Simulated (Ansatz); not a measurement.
## InHBrCl3: geometry relaxation (part 2 of 2)

InHBrCl3; RKS PBE0/def2-SVP (Ansatz 0.2.0). The input holds or restrains some coordinates. It belongs to a series of runs on one base structure; here: pulled along the bonds that form and break, towards end B.

Geometry of the input (Å):
```
In -0.7099  -0.5001  0.2391
Br 2.3426  -0.5538  0.0345
Cl -1.7419  -1.8039  -1.3444
Cl -1.4136  -0.3461  2.4179
H  1.5013  1.1572  -0.5349
Cl 0.0215  2.0468  -0.8123
```

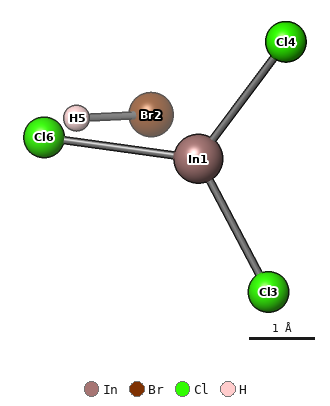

Fig. 1: The geometry at step 5 of the log (ball-and-stick view, seen at a tilt; atoms are numbered from 1 in the order of the input).

```
  distance In 0 - Cl 5 = 2.4124 Å
  distance H 4 - Br 1 = 1.4766 Å
  distance In 0 - Br 1 = 3.9120 Å
  distance H 4 - Cl 5 = 2.6246 Å
1254 factors; integrals over basis functions are off by at most 9.5e-4 eV
mean field -112767.90884698 eV, -4144.1442132924 hartree, gradient 8.0e-6 eV, S^2 0.000000; 1 other end points of the search recorded, 0 dependent functions left out
the calculation of the forces begins
reference -112767.90888293 eV, -4144.1442146137 hartree; 54, 54 occupied and 63, 63 virtual orbitals, 1254 factors
Total energy: -112767.90888293 eV, -4144.1442146137 hartree
Atom 0 at    -1.164478    -0.194136     0.166137 Å, force     0.442326     0.695242    -0.312911 eV/Å
Atom 1 at     2.728888    -0.390160    -0.160819 Å, force    -0.634979     0.923206    -0.139753 eV/Å
Atom 2 at    -1.759897    -1.867799    -1.321814 Å, force     0.002883     0.004930     0.005782 eV/Å
Atom 3 at    -1.542402    -0.351929     2.448370 Å, force     0.014821    -0.002201    -0.018548 eV/Å
Atom 4 at     2.076187     0.908665    -0.420227 Å, force     0.419260    -0.904430     0.149845 eV/Å
Atom 5 at    -0.338298     1.895459    -0.711746 Å, force    -0.244311    -0.716747     0.315585 eV/Å
Dipole moment:    -0.045731     0.066062    -0.000461 e Å
```

Trajectory as extended XYZ (Å, eV, eV/Å), 8 frames, from step=1 to step=8
```
6
Properties=species:S:1:pos:R:3:forces:R:3 step=1 energy=-112767.08472
In   -0.7099   -0.5001    0.2391    1.7218   1.0497  -0.5607
Br    2.3426   -0.5538    0.0345   -1.9240   1.3040  -0.3315
Cl   -1.7419   -1.8039   -1.3444   -0.0662  -0.1241  -0.2675
Cl   -1.4136   -0.3461    2.4179   -0.0344   0.0936   0.3100
H     1.5013    1.1572   -0.5349   -1.0386  -0.3135   0.1008
Cl    0.0215    2.0468   -0.8123    1.3415  -2.0097   0.7490
6
Properties=species:S:1:pos:R:3:forces:R:3 step=2 energy=-112767.01069
In   -0.8325   -0.4176    0.2159    1.3393   1.8394  -0.7965
Br    2.4588   -0.4862    0.0011   -1.9527   2.1543  -0.6366
Cl   -1.7446   -1.8054   -1.3483   -0.1085  -0.3263  -0.3841
Cl   -1.4156   -0.3444    2.4220   -0.0289   0.0230   0.4873
H     1.6382    1.0251   -0.4924    0.4265  -1.7194   0.5481
Cl   -0.1043    2.0287   -0.7984    0.3243  -1.9711   0.7818
6
Properties=species:S:1:pos:R:3:forces:R:3 step=3 energy=-112767.49257
In   -0.9548   -0.3219    0.1878    0.9252   2.0200  -0.8066
Br    2.5649   -0.4282   -0.0271   -1.5832   1.9837  -0.6012
Cl   -1.7457   -1.8108   -1.3535   -0.0862  -0.3524  -0.3272
Cl   -1.4155   -0.3449    2.4288   -0.0059  -0.0331   0.4263
H     1.7929    0.9052   -0.4570    0.9654  -1.8256   0.5732
Cl   -0.2418    2.0007   -0.7791   -0.2153  -1.7925   0.7355
6
Properties=species:S:1:pos:R:3:forces:R:3 step=4 energy=-112767.89450
In   -1.1090   -0.2071    0.1555    0.4993   1.0422  -0.4114
Br    2.6949   -0.3891   -0.0489   -0.7617   0.8458  -0.2515
Cl   -1.7495   -1.8235   -1.3635   -0.0169  -0.1003  -0.0563
Cl   -1.4167   -0.3469    2.4419    0.0011  -0.0311   0.0709
H     1.9501    0.8265   -0.4397    0.4992  -0.7698   0.2366
Cl   -0.3699    1.9403   -0.7454   -0.2210  -0.9868   0.4117
6
Properties=species:S:1:pos:R:3:forces:R:3 step=5 energy=-112767.88080
In   -1.1578   -0.1530    0.1098    0.4625   0.6710  -0.3072
Br    2.7516   -0.3426   -0.0527   -0.6419   0.8748  -0.3202
Cl   -1.8650   -1.9101   -1.2250    0.0422   0.0618  -0.1598
Cl   -1.5287   -0.4512    2.3695    0.0116   0.0784   0.2122
H     2.0987    0.9012   -0.5065    0.4299  -0.8522   0.3243
Cl   -0.2987    1.9557   -0.6952   -0.3043  -0.8338   0.2508
6
Properties=species:S:1:pos:R:3:forces:R:3 step=6 energy=-112767.89718
In   -1.1583   -0.2018    0.1876    0.3880   0.6836  -0.2764
Br    2.7270   -0.3983   -0.2432   -0.6214   0.9747  -0.0129
Cl   -1.7425   -1.8621   -1.3207    0.0008  -0.0163   0.0317
Cl   -1.5910   -0.3391    2.4696    0.0572   0.0049  -0.1425
H     2.0962    0.9331   -0.3608    0.4173  -0.9668   0.0276
Cl   -0.3316    1.8683   -0.7327   -0.2419  -0.6802   0.3726
6
Properties=species:S:1:pos:R:3:forces:R:3 step=7 energy=-112767.86804 accepted=F
In   -1.1631   -0.1909    0.1569    0.4632   0.7426  -0.2879
Br    2.7374   -0.3778   -0.0530   -0.8892   1.3357  -0.5056
Cl   -1.7769   -1.8624   -1.3249    0.0123   0.0121  -0.0203
Cl   -1.5228   -0.3763    2.4374    0.0017  -0.0044   0.0274
H     2.0720    0.8847   -0.5356    0.6501  -1.3064   0.5163
Cl   -0.3466    1.9228   -0.6809   -0.2381  -0.7797   0.2700
6
Properties=species:S:1:pos:R:3:forces:R:3 step=8 energy=-112767.90885
In   -1.1645   -0.1941    0.1661    0.4423   0.6952  -0.3129
Br    2.7289   -0.3902   -0.1608   -0.6350   0.9232  -0.1398
Cl   -1.7599   -1.8678   -1.3218    0.0029   0.0049   0.0058
Cl   -1.5424   -0.3519    2.4484    0.0148  -0.0022  -0.0185
H     2.0762    0.9087   -0.4202    0.4193  -0.9044   0.1498
Cl   -0.3383    1.8955   -0.7117   -0.2443  -0.7167   0.3156
```

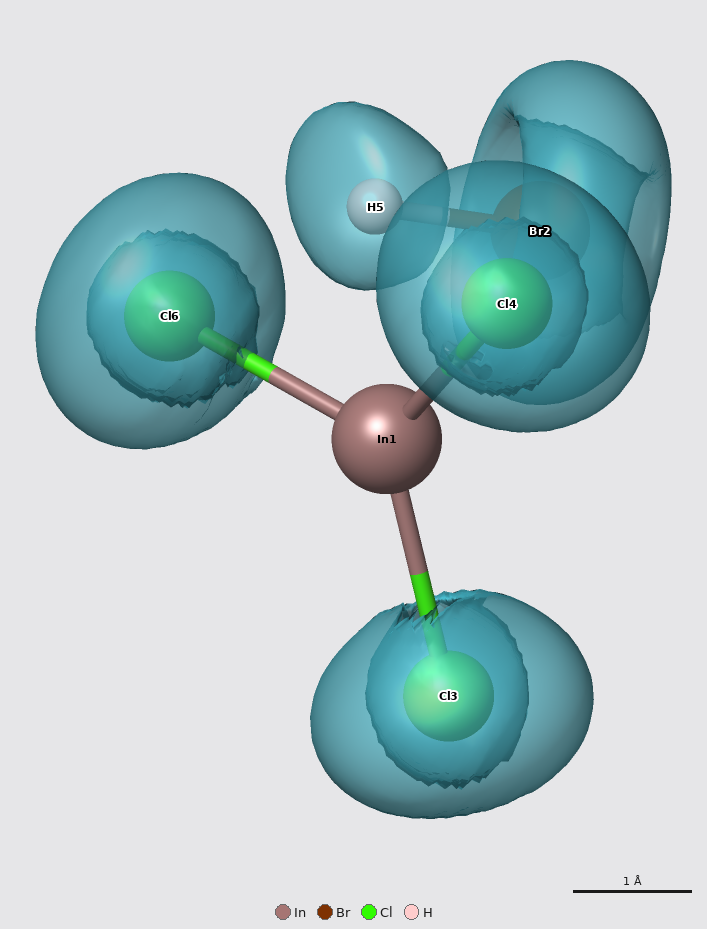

Fig. 2: Isosurface of the electron localisation function at 0.8 (cyan), seen at an oblique angle. Only the valence region is drawn (cores and ρ < 0.01 e/Å³ removed). Values along the shortest contacts: Cl6···H5 (2.62 Å): the ELF is only about 0.05 between them; a non-bonded, intermolecular contact. In–Cl (2.32 Å): the ELF peaks at about 0.80 in the valence shell of Cl, 0.8 Å from its nucleus, and drops to about 0.15 between the two atoms.

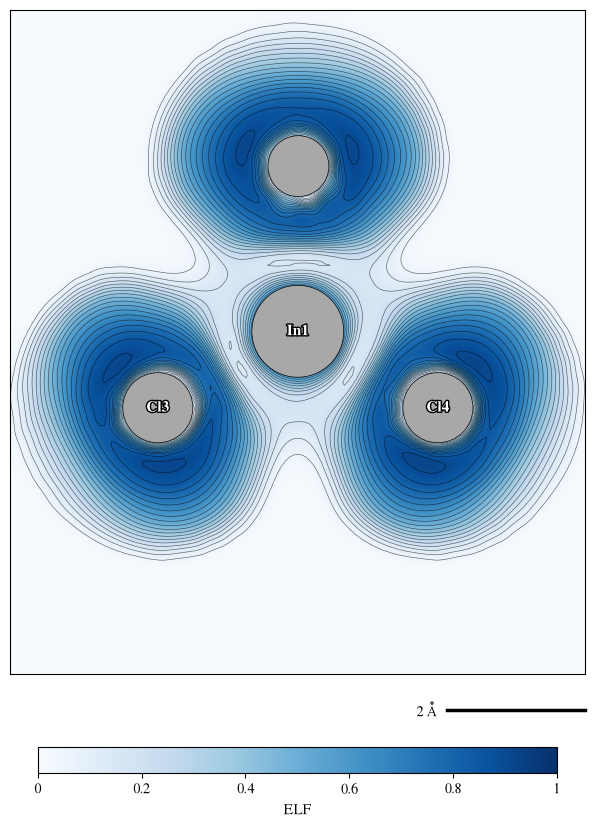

Fig. 3: ELF on the plane of atoms Cl3, In1 and Cl4. Grey discs, where drawn, cover atomic cores. In–Cl (2.32 Å): the ELF peaks at about 0.80 in the valence shell of Cl, 0.8 Å from its nucleus, and drops to about 0.15 between the two atoms.

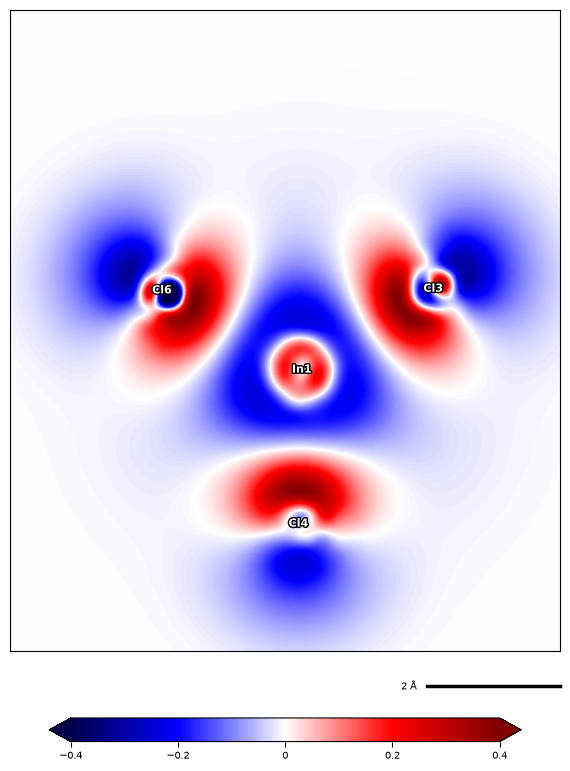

Fig. 4: The LUMO on the plane of atoms Cl3, In1 and Cl6 (values in Å⁻³ᐟ²; the overall sign is arbitrary). Its weight (Hirshfeld) is mainly on In1 (45 %), Cl6 (20 %), Cl4 (15 %) and Cl3 (15 %). Its energy is −3.27 eV.

Key numbers

```tsv
quantity	value
outcome	converged under the restraints of the input
total energy	−112767.9089 eV
mean-field energy	−112767.9089 eV
largest force (length of the vector) at the end, held atoms and coordinates included	1.129 eV/Å
hardware	2 threads of Intel Xeon @ 2.50GHz (Skylake/Cascade Lake), 189 GiB of memory available, shared host
wall time	81 s (CPU time 2.5 min)
peak memory	0.36 GiB
```
